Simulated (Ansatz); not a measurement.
System: WF₂, space group P-3m1 (No. 164) (cell built by us, not taken from a database).

The given structure:
```
CELL_PARAMETERS angstrom
3.27572 0.00000 0.00000
-1.63786 2.83686 0.00000
0.00000 0.00000 5.55446
ATOMIC_POSITIONS crystal
W 0.00000 0.00000 0.00000
F 0.33333 0.66667 0.22300
F 0.66667 0.33333 0.77700
```

Method: several magnetic starts of one crystal ranked with cell and atoms relaxed in each order, signs over the magnetic atoms (u up, d down); plane-wave DFT of a periodic cell, U on orthogonalised atomic d orbitals (Ansatz 0.2.0). Level: PBE. Hubbard U_eff: W 6.2 eV.

cell charge 0 e; exact exchange fraction 0; dispersion correction none; potentials PAW default; wave cutoff 420 eV; k mesh 12x12x8; occupation rule Gaussian; occupation width 0.1 eV.

Describe the result: the energy above the lowest of each magnetic start. The cases: non-magnetic; ferromagnetic.

Among these starts the lowest is ferromagnetic; non-magnetic is 56.49 meV/atom higher. The largest site moment, in μB, is 0.00 for non-magnetic and 1.38 for ferromagnetic. The final order is non-magnetic for non-magnetic and ferromagnetic for ferromagnetic.

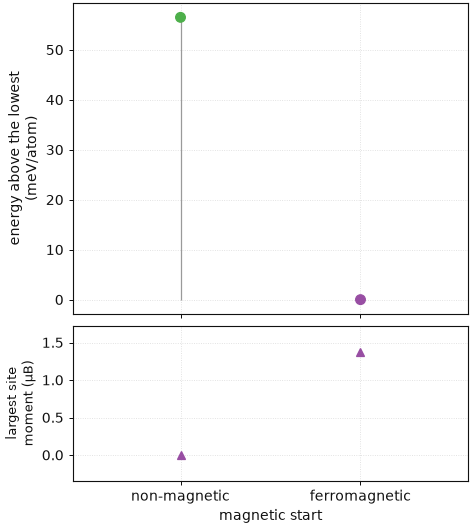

Caveats: filled bands differ between k-points; the state may not be the lowest.
